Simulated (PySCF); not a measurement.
C₄H₁₁NSi

```yaml
atoms:
  - { symbol: C, position_ang: [2.3340, -0.0043, 0.1049] }
  - { symbol: N, position_ang: [1.2442, 0.5291, 0.3283] }
  - { symbol: Si, position_ang: [-0.4835, 0.3889, -0.1603] }
  - { symbol: C, position_ang: [-0.5603, 2.0058, -1.0651] }
  - { symbol: C, position_ang: [-1.5242, 0.1165, 1.4870] }
  - { symbol: C, position_ang: [-1.6814, -1.4011, 1.9035] }
  - { symbol: H, position_ang: [3.1797, 0.3084, 0.6736] }
  - { symbol: H, position_ang: [2.3959, -0.7250, -0.6765] }
  - { symbol: H, position_ang: [-0.8777, -0.8002, -0.8769] }
  - { symbol: H, position_ang: [-1.4165, 2.0670, -1.7973] }
  - { symbol: H, position_ang: [0.2946, 2.1685, -1.7349] }
  - { symbol: H, position_ang: [-0.5263, 2.8810, -0.3931] }
  - { symbol: H, position_ang: [-2.4153, 0.7041, 1.3700] }
  - { symbol: H, position_ang: [-1.0826, 0.5102, 2.3655] }
  - { symbol: H, position_ang: [-2.3014, -1.7387, 2.7672] }
  - { symbol: H, position_ang: [-2.0609, -1.8657, 0.9352] }
  - { symbol: H, position_ang: [-0.6881, -1.8389, 2.0173] }
```

Geometry: GFN2-xTB, MD frame at 250 fs, 400 K.

Computed with PySCF 2.14.0, PBE0/pcSseg-1, SCF density, gas phase, non-relativistic.

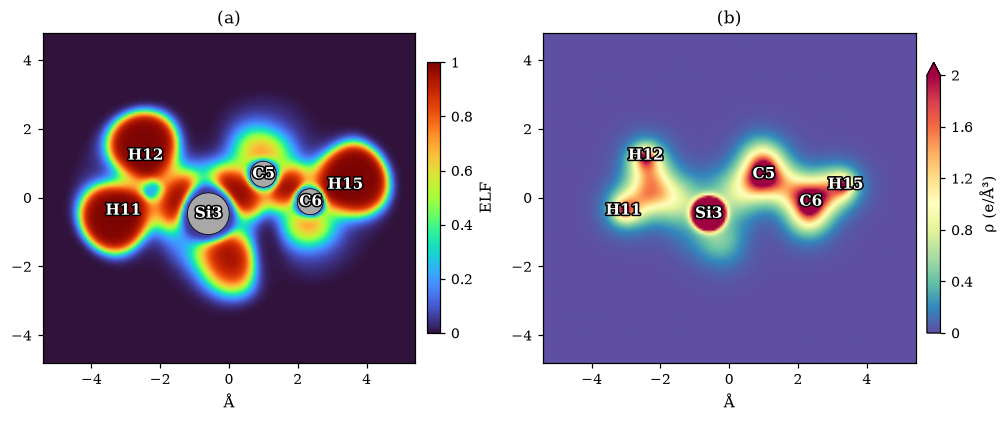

Figure 1. (a) electron localisation function; (b) electron density on the plane of atoms Si3, C5 and C6. Grey discs cover the atomic cores in the ELF map.

What do the fields say about this system?

Atoms in the plane: Si, C and H.
C–C (1.58 Å): the density is about 1.4 e/Å³ at the midpoint; the ELF peaks at about 0.95 between the atoms (a shared electron pair).
C–Si (1.97 Å): ρ is about 0.85 e/Å³ halfway; the ELF peaks at about 0.95 between the atoms (a shared electron pair).

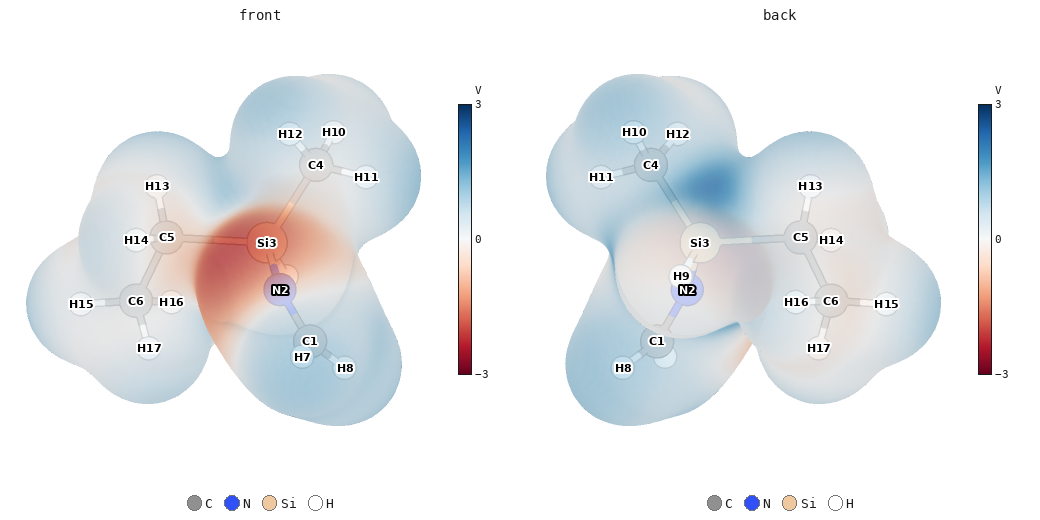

Figure 2. The molecular electrostatic potential painted on the density surface at 0.004 e/bohr³, seen from the front and from behind; the colour scale runs from red (negative) to blue (positive).

Describe the electrostatic potential map.

The most negative region (about −2.0 V) lies over N2, the most positive (about +1.9 V) over Si3. N2 is the likeliest acceptor of a hydrogen bond.
